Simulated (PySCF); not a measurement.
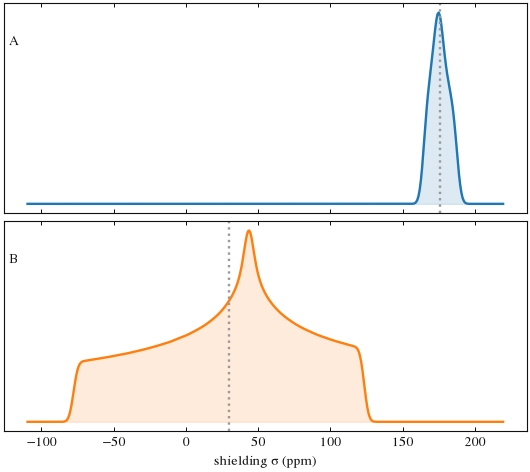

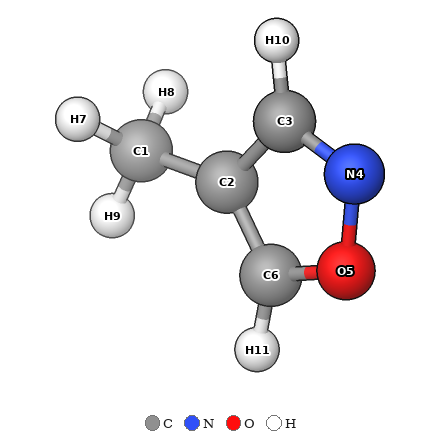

Static powder patterns (¹³C) from GIAO shielding tensors of C₄H₅NO, SMILES Cc1cnoc1, PBE0/pcSseg-1 in PySCF 2.14.0, at a PBE0-D3(BJ)/def2-SVP geometry (no frequency check); absolute shielding, one fixed geometry of the isolated molecule without any motion, no dipolar terms. The dotted line is the isotropic value; skew is 3(σiso − σ22)/span.

### The panels belong to C1 and C3. Which is which?

panel A: C1, σ11, σ22, σ33 = 165, 175, 188 ppm, isotropic 176, span 23 ppm, skew 0.11; panel B: C3, σ11, σ22, σ33 = −78, 44, 124 ppm, isotropic 30, span 201 ppm, skew −0.21.
